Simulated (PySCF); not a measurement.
C2H3B (SMILES BC#C)

Input file:

```
{"job": {"kind": "sp", "xc": "wB97X", "basis": "ma-def2-TZVP", "d3": "d3bj", "grid": 2}, "charge": 0, "multiplicity": 1}
B     -1.133603     0.064272     0.037632
C      0.368097    -0.020005     0.149078
C      1.584607    -0.087720     0.239080
H     -1.830441    -0.609115     0.756165
H     -1.637268     0.805161    -0.770312
H      2.656426    -0.146974     0.317990
```

Command:

```sh
OMP_NUM_THREADS=1 python redox_run.py task.json out
```

Geometry: PBE0-D3(BJ)/ma-def2-SVP.

All numbers below come from DFT single point, gas phase, functional wB97X in PySCF 2.14.0, density-fitted response routines.

> Predict the electron density and electron localisation function between the atoms.

C–C (1.22 Å): ρ is about 2.8 e/Å³ halfway; the ELF peaks at about 0.85 between the atoms (a short, multiple covalent bond).
C–B (1.51 Å): ρ at the midpoint is about 1.5 e/Å³; the ELF peaks at about 0.95 between the atoms; localised, covalent bonding.
C–H (1.08 Å): ρ at the midpoint is about 2.1 e/Å³; the ELF climbs to about 1 towards the hydrogen, as it does in any bond to H; an ordinary covalent bond to hydrogen.
B–H (1.21 Å): ρ is about 1.3 e/Å³ halfway; the ELF climbs to about 1 towards the hydrogen; a covalent bond by its length.

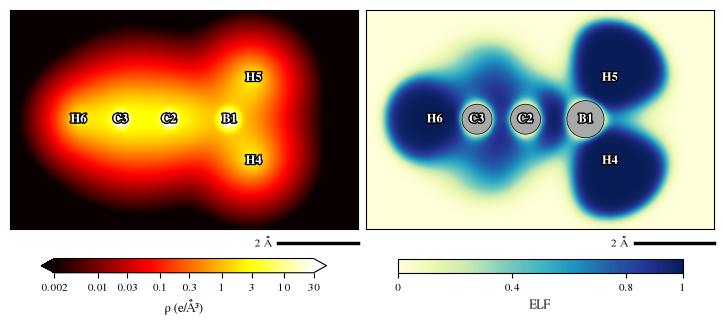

Computed electron density and electron localisation function on the molecular plane, in this order. Grey discs cover the atomic cores in the ELF map. 
